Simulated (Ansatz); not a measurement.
**PH2F (phosphinous fluoride(8ci,9ci)) at HSE06/STO-3G**

What is the energy change on altering one bond length of PH2F (phosphinous fluoride(8ci,9ci)) at HSE06/STO-3G? 

Program for the calculation: Ansatz 0.2.0.

50 further runs of the same task are left out: 50 set aside as unsound or not needed.

## (1) The system as given

PH2F has 4 atoms, charge 0, and is taken as a singlet. SMILES: `FP`. Geometry: relaxed at GFN2-xTB.

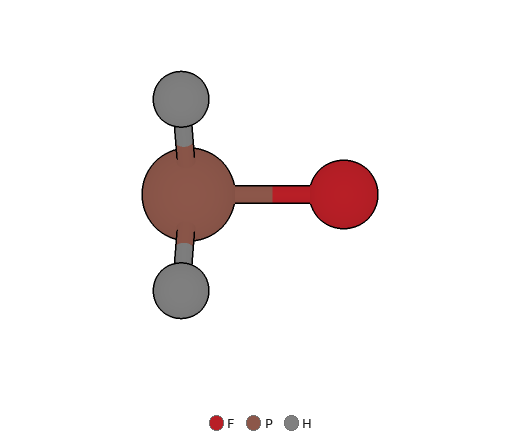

Viewed from a chosen angle; fluorine red, phosphorus brown, hydrogen grey.

## (2) The energy at HSE06/STO-3G

Input file run.yaml:

```yaml
crystal:
  periodic: [false, false, false]
  atoms:
    - {symbol: F, position_ang: [1.160540, 0.668850, -0.222660]}
    - {symbol: P, position_ang: [-0.072030, -0.369080, -0.479670]}
    - {symbol: H, position_ang: [-1.053910, 0.574260, -0.129560]}
    - {symbol: H, position_ang: [-0.034600, -0.874030, 0.831900]}
basis:
  gaussian: {orbitals: STO-3G}
accuracy: high
hamiltonian: {xc: {name: HSE06}}
```

Command:

```
$ ansatz run run.yaml --threads 1 --pin off --max-ram 2610MiB --events-out events.jsonl --progress --plain --runs-dir runs
```

Standard output:

```text
Warning: RAYON_NUM_THREADS=1 ignored (pool sized by the plan → 1); use --threads N
Functional definition: HSE06
  name "HSE06"
  parameter a = 0.25
  parameter omega = 0.11/bohr
  exchange = pbe_x - a*pbe_x_sr(omega) + a*exact_x_sr(omega)
  correlation = pbe_c
268 factors; integrals over basis functions are off by at most 1.5e-8 eV
46 factors; integrals over basis functions are off by at most 1.2e-9 eV
mean field evaluation 1: about -11885.7456 eV, gradient 1.5e1 eV
mean field evaluation 2: about -11885.5416 eV, gradient 1.8e1 eV
mean field evaluation 4: about -11886.6784 eV, gradient 2.8e-1 eV
mean field evaluation 8: about -11886.6747 eV, gradient 8.8e-4 eV
mean field evaluation 16: about -11886.6747 eV, gradient 3.8e-9 eV
mean field -11886.67469222 eV, -436.8272378617 hartree, gradient 3.8e-9 eV, S^2 0.000000; 0 other end points of the search recorded, 0 dependent functions left out
reference -11886.67469354 eV, -436.8272379102 hartree; 13, 13 occupied and 3, 3 virtual orbitals, 268 factors
Total energy: -11886.67469354 eV, -436.8272379102 hartree
```

Run time: 0.81 s. Hardware: 1 thread of Arm Neoverse V2, shared host.

## (3) The distorted shape at the same level

Input file input.yaml:

```yaml
crystal:
  periodic: [false, false, false]
  atoms:
    - {symbol: F, position_ang: [1.406027, 0.432998, -0.310194]}
    - {symbol: P, position_ang: [0.173457, -0.604932, -0.567204]}
    - {symbol: H, position_ang: [-1.053910, 0.574260, -0.129560]}
    - {symbol: H, position_ang: [0.210887, -1.109882, 0.744366]}
basis:
  gaussian:
    orbitals: STO-3G
hamiltonian:
  xc: {name: HSE06}
accuracy: high
```

Command:

```
$ ansatz run input.yaml --threads 1 --pin off --max-ram 2610MiB --events-out events.jsonl --progress --plain --runs-dir runs
```

Standard output (excerpt; [...] marks lines left out):

```text
Warning: RAYON_NUM_THREADS=1 ignored (pool sized by the plan → 1); use --threads N
[... 6 set-up lines as earlier in the session ...]
267 factors; integrals over basis functions are off by at most 2.8e-8 eV
47 factors; integrals over basis functions are off by at most 1.4e-9 eV
mean field evaluation 1: about -11884.4621 eV, gradient 1.8e1 eV
mean field evaluation 2: about -11883.8349 eV, gradient 2.2e1 eV
mean field evaluation 4: about -11885.7654 eV, gradient 6.0e-1 eV
mean field evaluation 8: about -11885.7520 eV, gradient 1.9e-3 eV
mean field evaluation 16: about -11885.7520 eV, gradient 9.4e-9 eV
mean field -11885.75197841 eV, -436.7933287544 hartree, gradient 9.4e-9 eV, S^2 0.000000; 0 other end points of the search recorded, 0 dependent functions left out
reference -11885.75197977 eV, -436.7933288044 hartree; 13, 13 occupied and 3, 3 virtual orbitals, 267 factors
Total energy: -11885.75197977 eV, -436.7933288044 hartree
```

Run time: 0.78 s. Hardware: 1 thread of Arm Neoverse V2, shared host.

## (4) Results

Level: HSE06/STO-3G.

| quantity | value |
| --- | --- |
| first shape: total energy | -436.82724 Eh |
| distorted shape: total energy | -436.79333 Eh |
| energy change with the P2–H3 bond stretched from 1.406 to 1.757 Å | 0.923 eV |

In words: With the P2–H3 bond stretched from 1.406 to 1.757 Å the energy rises by 0.92 eV (89.0 kJ/mol). The first shape isn't relaxed at this level, so the change isn't measured from a minimum. The minimal basis adds a large error of its own.
